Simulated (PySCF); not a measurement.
# C6H17NSi (SMILES [H][Si](C)(C)N(CC)CC): what the fields show

Input

```
{"job": {"kind": "nmr", "xc": "PBE0", "basis": "pcSseg-1"}, "charge": 0, "multiplicity": 1}
Si     0.380714     1.206928     0.620383
H     -0.449461     1.638235     1.802681
C      2.149165     0.962110     1.196573
H      2.540750     1.910876     1.596880
H      2.801667     0.651540     0.365333
H      2.225952     0.208479     1.995337
C      0.285955     2.587138    -0.650579
H     -0.741616     2.734513    -1.018321
H      0.926520     2.358695    -1.517375
H      0.620357     3.541421    -0.213026
N     -0.210510    -0.280474    -0.075322
C      0.366240    -1.577300     0.215905
C     -0.093629    -2.193273     1.532604
C     -1.537730    -0.304523    -0.660066
C     -1.532724    -0.514272    -2.168198
H      1.465584    -1.495309     0.215706
H      0.129903    -2.267756    -0.614153
H      0.207209    -1.565864     2.386626
H     -1.189918    -2.293876     1.566385
H      0.340018    -3.195507     1.678150
H     -2.157482    -1.085369    -0.177349
H     -2.053550     0.645092    -0.430682
H     -1.002115     0.308958    -2.671047
H     -1.023083    -1.452660    -2.437555
H     -2.558175    -0.564053    -2.568299
```

Launched as:

```sh
OMP_NUM_THREADS=2 python probes_run.py task.json out
```

Geometry: PBE0-D3(BJ)/def2-SVP.

The calculation used PBE0/pcSseg-1, SCF density, gas phase, non-relativistic in PySCF 2.14.0.

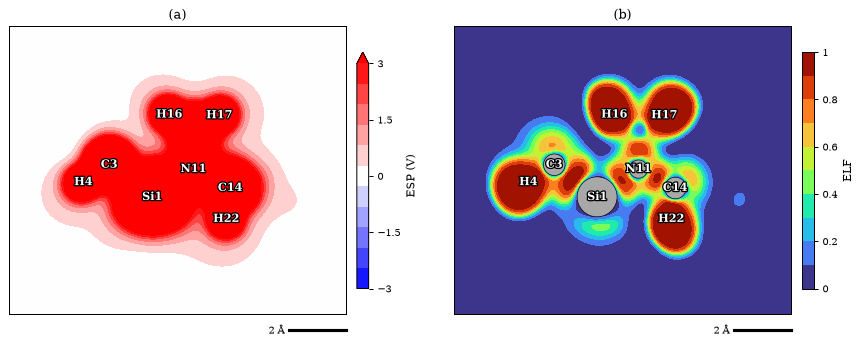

Figure 1. (a) molecular electrostatic potential; (b) electron localisation function on the plane of atoms Si1, N11 and C14. Grey discs cover the atomic cores in the ELF map.

**Interpret the plot.**

The plane passes through Si, C, H and N nuclei. C–N (1.45 Å): the ELF peaks at about 0.90 between the atoms, as expected for localised, covalent bonding. Si–N (1.75 Å): the ELF peaks at about 0.90 between the atoms, as expected for a shared but strongly polarised pair. C–Si (1.88 Å): the ELF peaks at about 0.95 between the atoms; a shared electron pair. C–H (1.10 Å): the ELF climbs to about 1 towards the hydrogen, as it does in any bond to H: an ordinary covalent bond to hydrogen. The potential has no marked negative region in this plane.

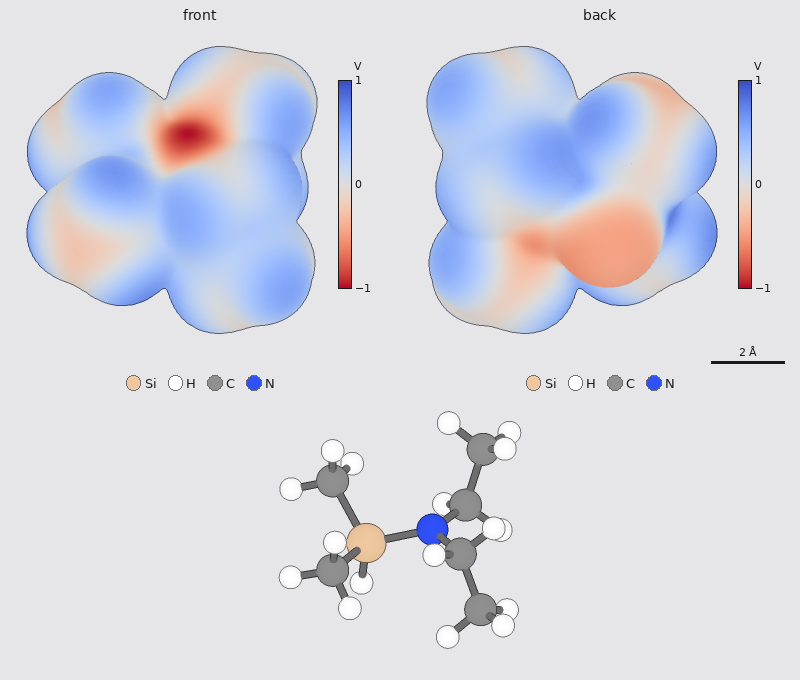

Figure 2. The molecular electrostatic potential painted on the density surface at 0.002 e/bohr³, seen from the front and from behind; red is negative and blue positive. The bare structure is drawn below in the same view.

**Which sites attract a positive test charge, and which a negative one?**

A positive charge is drawn to the negative regions and a negative charge to the positive ones. The most negative region (about −0.9 V) lies over N11 and C15, the most positive (about +0.6 V) over the H and Si atoms.
